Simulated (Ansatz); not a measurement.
# BHN2 (charge +1, doublet): what the fields show

```xyz
4

B     0.2161    0.8144    0.4950
N    -0.0770    0.4101   -0.9113
N     0.6780    1.3207   -0.8307
H     0.1437    0.7707    1.6665
```

Geometry: PBE0-D4/def2-TZVP.

These are results of isolated molecule in a Gaussian basis; Kohn-Sham density functional theory, functional PBE0 (Ansatz 0.2.0), not measurements.

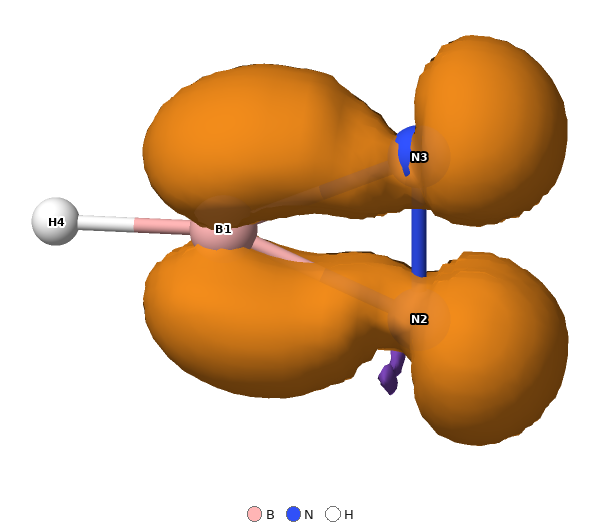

Figure 1. Isosurfaces of the spin density (α minus β) at +0.05 (orange) and −0.05 e/Å³ (purple), seen at a tilt.

Where is the unpaired spin?

Answer. The unpaired spin (1 electron) lies mostly on N2 (about 0.4), N3 (about 0.4) and B1 (about 0.3), in electrons by Hirshfeld's partition.

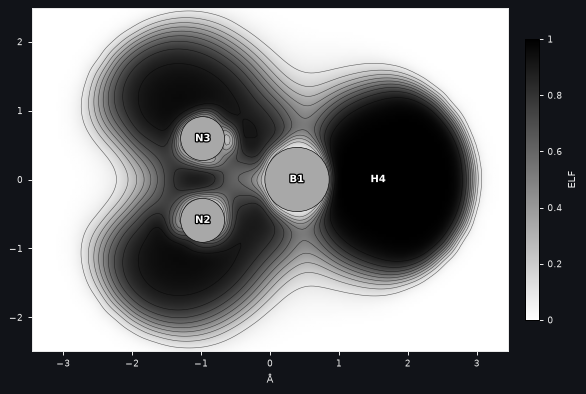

Figure 2. Electron localisation function on the molecular plane. Grey discs cover the atomic cores.

What do the fields say about this system?

Answer. The section cuts through B, N and H sites.
N–N (1.19 Å): the ELF peaks at about 0.90 between the atoms; a short, multiple covalent bond.
B–N (1.49 Å): the ELF peaks at about 0.80 between the atoms (a polar covalent bond).
B–H (1.17 Å): the ELF climbs to about 1 towards the hydrogen, as it does in any bond to H; an ordinary covalent bond to hydrogen.
The ELF also peaks beside N2 and N3, away from the bonds: non-bonding electrons, paired or unpaired.

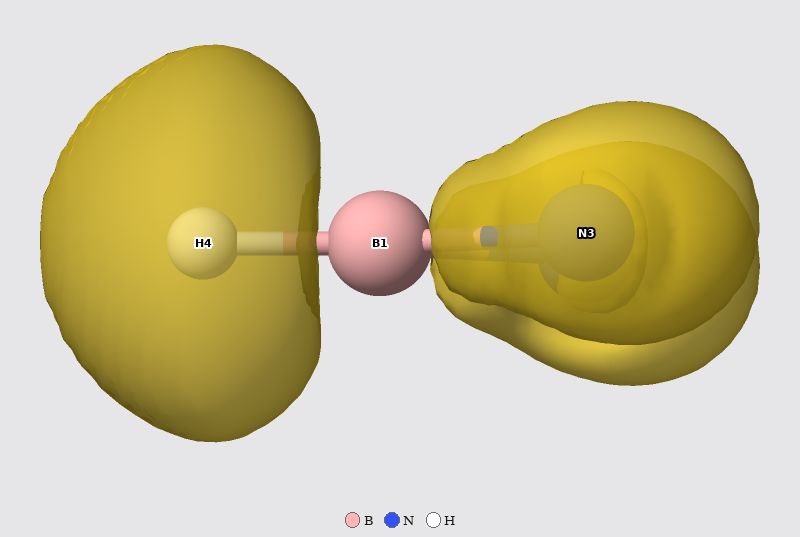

Figure 3. Isosurface of the electron localisation function at 0.8 (yellow), seen from one side. Only the valence region is drawn (cores and ρ < 0.01 e/Å³ removed).

What do the ELF domains correspond to?

Answer. The ELF exceeds this value in one region between bonded N–N atoms (shared pairs), one region around a hydrogen nucleus and two lobes on N, pointing away from the bonds (non-bonding electrons).
